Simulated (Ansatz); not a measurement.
Input

```
crystal:
  periodic: [false, false, false]
  atoms:
    - { symbol: O, position_ang: [-1.4011, 0.2552, -0.9582] }
    - { symbol: C, position_ang: [-0.4097, 0.755, -0.5138] }
    - { symbol: C, position_ang: [0.5521, 0.001, 0.3219] }
    - { symbol: S, position_ang: [2.02959, -0.52706, -0.488] }
    - { symbol: H, position_ang: [-0.0991, 1.7816, -0.781] }
    - { symbol: H, position_ang: [0.83234, 0.62483, 1.19544] }
    - { symbol: H, position_ang: [0.05742, -0.90593, 0.76987] }
    - { symbol: H, position_ang: [2.06358, 0.5505, -1.32932] }
basis:
  gaussian: { orbitals: def2-SVP }
hamiltonian:
  xc: b3lyp
  dispersion: d4
relax:
  f_tol: 0.015
  max_steps: 40
output:
  orbitals: {}
```

Command:

```sh
ansatz run input.yaml --threads 1 --pin off --max-ram 2048MiB --backend cpu --events-out ev --progress --plain --runs-dir out
```

The fields are those of the relaxed geometry.

The calculation used RKS B3LYP-D4/def2-SVP in Ansatz 0.2.0.

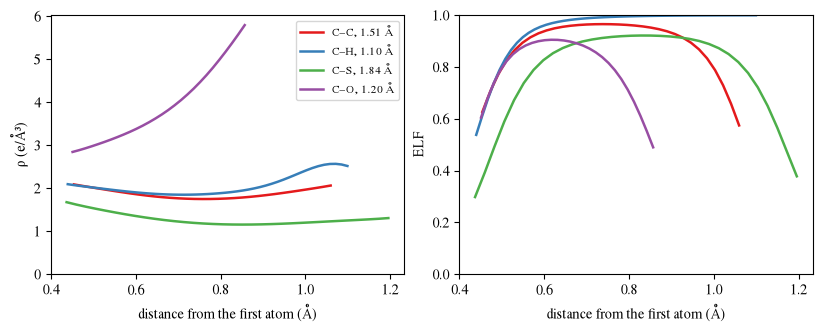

C2H4OS (SMILES O=CCS). Electron density and ELF along straight lines between neighbouring atoms. The curves leave out the atomic cores.

What kind of bonding do the profiles show?

C–C (1.51 Å): ρ at the midpoint is about 1.7 e/Å³; the ELF peaks at about 0.95 between the atoms; a shared electron pair.
C–H (1.10 Å): the density is about 2 e/Å³ at the midpoint; the ELF climbs to about 1 towards the hydrogen, as it does in any bond to H (an ordinary covalent bond to hydrogen).
C–S (1.84 Å): ρ is about 1.2 e/Å³ halfway; the ELF peaks at about 0.90 between the atoms (a covalent bond).
C–O (1.20 Å): ρ is about 3.4 e/Å³ halfway; the ELF peaks at about 0.90 between the atoms; a short, multiple covalent bond.
